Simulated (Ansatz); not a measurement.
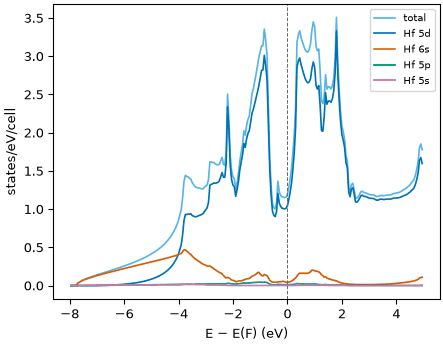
Figure: Total and projected density of states of Hf (hcp (Mg type), space group No. 194), the program Ansatz at the r²SCAN+D4 level (PAW)

Question: Which orbitals carry the states next to the Fermi level?

Answer: Within 0.5 eV of the Fermi level: Hf 5d 89 %, outside the projected shells 6 %. Projections are on Löwdin-orthogonalised atomic valence shells; empty p or d shells of many metals are not among them.

Question: Where is the tallest occupied peak in this window, and what makes it?

Answer: Near -0.9 eV, about 3.4 states/eV per cell; the largest projected share is Hf 5d.

Space group P6_3/mmc (hcp (Mg type)). The cell was relaxed with r²SCAN+D4 under the symmetry of its start. The run is not spin-polarised. The pairwise dispersion correction was not fitted to metals. Scalar-relativistic: spin–orbit coupling is off unless named, which matters more the heavier the elements.

Potentials: the later of the program's two PAW sets.
